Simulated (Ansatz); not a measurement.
# Converging the plane-wave cutoff: ZrCuSiP (P4mm, 8 atoms in the cell)

```yaml
crystal:
  lattice:
    - [3.57551, 0.00000, 0.00000]
    - [0.00000, 3.57551, 0.00000]
    - [0.00000, 0.00000, 9.47875]
  atoms:
    - { symbol: Zr, position: [0.00000, 0.50000, 0.77665] }
    - { symbol: Zr, position: [0.50000, 0.00000, 0.22862] }
    - { symbol: Si, position: [0.50000, 0.50000, 0.00000] }
    - { symbol: Si, position: [0.00000, 0.00000, 0.00000] }
    - { symbol: Cu, position: [0.50000, 0.50000, 0.50000] }
    - { symbol: Cu, position: [0.00000, 0.00000, 0.50000] }
    - { symbol: P, position: [0.00000, 0.50000, 0.32819] }
    - { symbol: P, position: [0.50000, 0.00000, 0.67181] }
```

Method: PBEsol, default PAW files made with PBE (plane waves; Ansatz, an electronic-structure program).

Base settings: basis.ecutwfc = 420 eV; kpoints.mp_grid.grid = 7 7 2; hamiltonian.xc = pbesol; hamiltonian.pseudopotentials = {kind: paw} (the program's default PAW files); scf.occupations.method = gaussian; scf.occupations.width = 0.1 eV.

The second cell is the first with its lattice scaled by 0.98.

The mesh stays at the base's, so the ladder's end is converged at best in this setting alone.

The first pressure column holds Ansatz's estimate of the finite-basis (Pulay) stress, which hides part of the cutoff error; the other is without it.

Only quantities that move along the ladder and can be compared are tabulated.

The count of work is k-points × plane waves × bands × iterations; it is no time. 

The starting cell comes from a database of computed structures (which also holds hypothetical and non-ambient phases and stackings), without a prior relaxation at this level. Its lattice was rescaled by up to half a per cent. One atom was moved a little off its site on purpose. Spin polarisation is off. Without a gap this mesh is coarse (it stands for a supercell whose shortest vector is 19 Å).

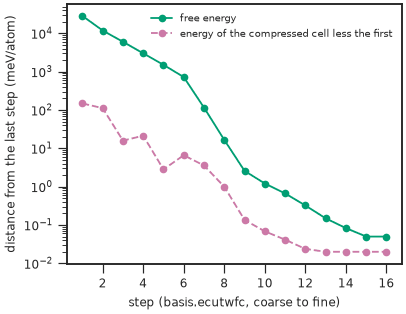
Figure. Distance from the last step along the ladder; very small values are drawn at a floor.

| basis.ecutwfc | free energy less the last step's (meV/atom) | energy of the compressed cell less the first (meV/atom) | pressure (GPa) | pressure without the Pulay estimate (GPa) | largest difference of a force vector from the last step's (eV/Å) | count of work / last |
|---|---|---|---|---|---|---|
| 145 eV | 28525.12 | 158.08 | 6.05 | -1019.22 | 1.242 | 0.087 |
| 170 eV | 11885.18 | 121.33 | 2.51 | -489.92 | 0.812 | 0.10 |
| 190 eV | 6038.00 | -6.46 | -1.71 | -278.79 | 0.452 | 0.10 |
| 210 eV | 3017.41 | 30.81 | -3.75 | -156.94 | 0.144 | 0.12 |
| 230 eV | 1510.83 | 12.26 | -2.86 | -89.52 | 0.130 | 0.13 |
| 250 eV | 724.97 | 16.05 | -2.08 | -50.16 | 0.109 | 0.12 |
| 295 eV | 115.35 | 13.01 | -2.23 | -13.14 | 0.062 | 0.15 |
| 335 eV | 16.61 | 10.44 | -2.83 | -4.78 | 0.015 | 0.19 |
| 380 eV | 2.58 | 9.58 | -2.96 | -3.16 | 0.003 | 0.23 |
| 420 eV | 1.21 | 9.51 | -2.97 | -3.03 | 0.001 | 0.26 |
| 460 eV | 0.67 | 9.48 | -2.98 | -3.01 | 0.001 | 0.30 |
| 505 eV | 0.32 | 9.46 | -2.98 | -3.00 | 0.001 | 0.35 |
| 565 eV | 0.15 | 9.45 | -2.98 | -2.99 | 0.000 | 0.42 |
| 630 eV | 0.08 | 9.44 | -2.98 | -2.99 | 0.000 | 0.49 |
| 735 eV | 0.04 | 9.44 | -2.98 | -2.99 | 0.000 | 0.71 |
| 840 eV | 0.02 | 9.44 | -2.98 | -2.99 | 0.000 | 0.76 |
| 1010 eV | 0.00 | 9.44 | -2.98 | -2.99 | 0.000 | 1.0 |

Coarsest basis.ecutwfc that holds the energy of the compressed cell less the first within 2 meV/atom of the last step, with all finer ones: 335 eV, at 0.19 of the last step's count of work; the step before is off by 3.6 meV/atom.

Coarsest basis.ecutwfc that holds the free energy within 2 meV/atom of the last step, with all finer ones: 420 eV, at 0.26 of the last step's count of work; the step before is off by 2.6 meV/atom.

Coarsest basis.ecutwfc that holds the pressure without the Pulay estimate within 0.2 GPa of the last step, with all finer ones: 380 eV, at 0.23 of the last step's count of work; the step before is off by 1.8 GPa.

The energy difference between the two cells stays within 1 meV/atom of the last step's from 335 eV on, the total only from 460 eV on: much of the error is common to both cells and cancels.

At the lowest cutoff the pressure without the Pulay estimate lies 1020 GPa under the last step's, the usual sign of Pulay stress in an incomplete plane-wave basis.

Keys are those of Ansatz 0.2.
